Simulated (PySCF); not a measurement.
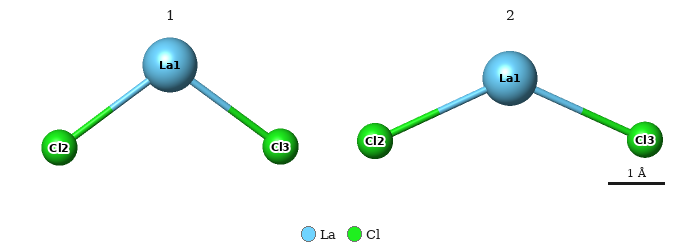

Two geometries of LaCl2 (charge +1), drawn at one scale. One is the start of a relaxation, the other its converged end. The picture is a ball-and-stick view, seen from a free direction.

Method: PySCF 2.14.0, RKS PBE0, La def2-SVP with ECP46, Cl def2-SVP; non-relativistic Hamiltonian with scalar-relativistic core potentials; density fitting. Settings: symmetry kept (C2v).

Q: Which geometry has the lower energy?

A: Structure 1 is the relaxed one. The largest moves after the best rigid fit, 0.46 Å, are those of Cl2 and Cl3. Largest moves by element: Cl 0.46 Å, La 0.24 Å. Among the contacts that change: La1–Cl2 2.716 → 2.507 Å. Among the angles between lasting bonds that change: Cl2–La1–Cl3 131.8° → 108.2°. Over 7 geometry steps the energy falls by 13.8 kcal/mol. Largest force component: 2 eV/Å at the start, 0.0013 eV/Å at the end. Cost: 12 s on 2 threads of Arm Neoverse V1 (shared host), peak memory 0.48 GiB.
